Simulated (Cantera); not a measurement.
Feed: 1 mol SiH4, 0.57 mol HCl, 37 mol N2, at 1.33 mbar.

Method: chemical equilibrium by Gibbs-energy minimisation in Cantera with the NASA 1993 tables (ideal gas, pure condensed phases). Candidate condensed phases: NH4Cl, Si, Si3N4; 28 gas species. N2 is the only nitrogen source here; it is nearly inert below about 1500 K, so the nitride shown seldom forms there in practice. The tables' values for SiCl, SiN are old estimates; treat these amounts as uncertain. The numbers say what is thermodynamically allowed, not how fast it happens.

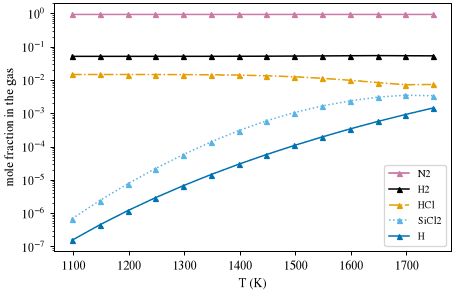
Equilibrium gas composition (values under 1e-9 drawn at 1e-9)

Q: Read off the mole fractions at 1148 K.

A: N2 about 0.93, H2 about 0.051, HCl about 0.015, SiCl2 about 2.4e-6, H about 4.4e-7.
